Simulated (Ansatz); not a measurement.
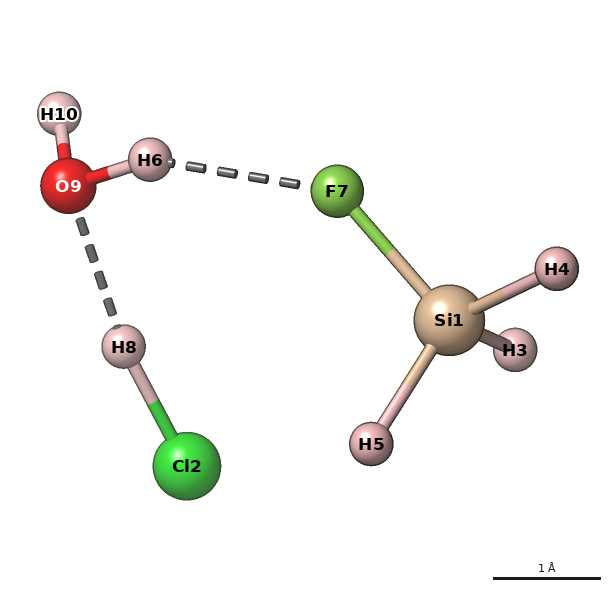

Broken lines mark hydrogen bonds. The computed structure is the end point of a PBE0-D4/def2-TZVP optimisation.

Tabulate the hydrogen bonds (donors O, N, F, S, Cl) with their geometry.

| D–H···A | D–H (Å) | H···A (Å) | angle (°) | kind |
| --- | --- | --- | --- | --- |
| O9–H6···F7 | 0.97 | 1.94 | 154 | intermolecular |
| Cl2–H8···O9 | 1.32 | 1.70 | 170 | intermolecular |
